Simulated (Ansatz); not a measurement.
# H$_{4}$Sn···CH$_{2}$F (doublet): what the fields show

```xyz
9

H    -0.6237    1.1784   -0.9068
Sn    0.7566    1.7002   -0.0446
C    -0.9871   -2.3099    0.0955
F    -0.1197   -1.5629    0.7633
H     2.0786    0.6776   -0.3903
H     1.1392    3.2932   -0.5484
H     0.4257    1.7111    1.6296
H    -2.0226   -2.0622    0.2836
H    -0.6469   -2.6254   -0.8818
```

Core potentials replace the inner electrons of Sn.

Level of theory: Ansatz, UHF/def2-SVP.

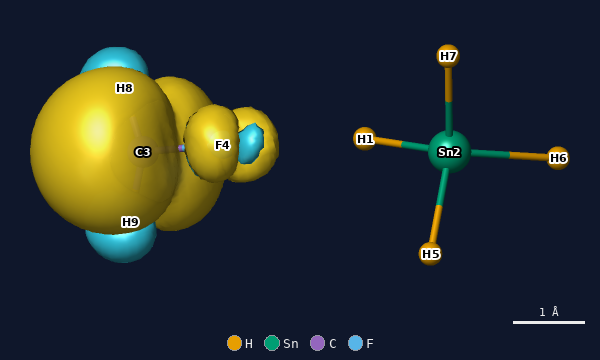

Figure 1. Isosurfaces of the spin density at +0.015 (yellow) and −0.015 e/Å³ (cyan), seen across its widest extent.

Q: Describe the spin distribution.

A: The unpaired spin (1 electron) lies mostly on C3 (about 0.8) and F4 (about 0.1), in electrons by Hirshfeld's partition.

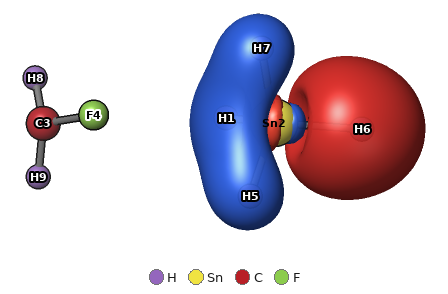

Figure 2. The HOMO (β) at ±0.1 Å⁻³ᐟ² (red and blue are the two phases), seen across its widest extent.

Q: Describe this orbital and give its energy.

A: It lies mainly on Sn2 (about 45 %) and H6 (about 40 %). Its energy is −11.86 eV.

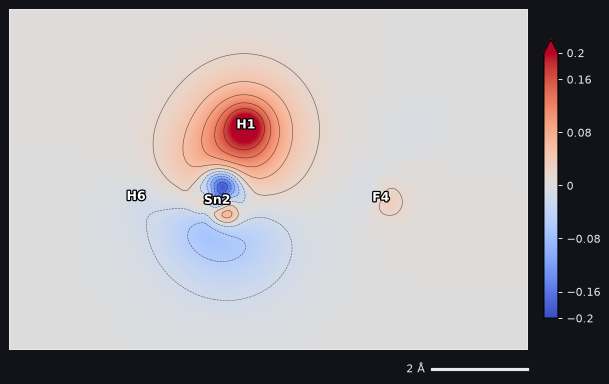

Figure 3. The HOMO−1 (β) on the plane of atoms H1, Sn2 and H6 (values in Å⁻³ᐟ²; the overall sign is arbitrary).

Q: Describe this orbital and give its energy.

A: Its weight (Hirshfeld) is mainly on Sn2 (about 45 %), H7 (about 35 %) and H5 (about 15 %). Its energy is −11.97 eV.
